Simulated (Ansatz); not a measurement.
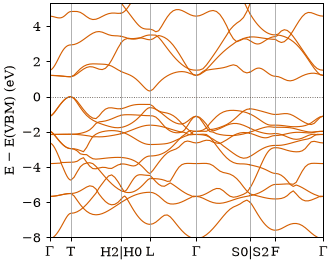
Figure: Band structure from LDA in the plane-wave PAW code Ansatz

Task: Read off the gap and where the band edges lie.

Result: About 0.3 eV (0.32 eV by a search for the band edges); maximum at T, minimum at L.

Task: Which of these materials gives this?
A) GaSe, R3m (Ga on 3a, Ga on 3a, Se on 3a, Se on 3a)
B) TaCuN2, R-3m (Ta on 3b, Cu on 3a, N on 6c)
C) MoS2, R3m (Mo on 3a, S on 3a, S on 3a)
D) ZnCdTe2, R3m (Zn on 3a, Cd on 3a, Te on 3a, Te on 3a)

Result: B, TaCuN2, R-3m (Ta on 3b, Cu on 3a, N on 6c)

The workflow started from a Materials Project entry (that database holds measured and hypothetical structures alike); the Crystallography Open Database files this formula in space group No. 166, but the cells were not matched. Whether it is the stable phase at ambient conditions was not checked. The LDA relaxation kept the symmetry of its start; whether a distortion lowers the energy is not shown. No spin polarisation was allowed. Scalar-relativistic: spin–orbit coupling is off unless named, which matters more the heavier the elements.

Potentials: the later of the program's two PAW sets.
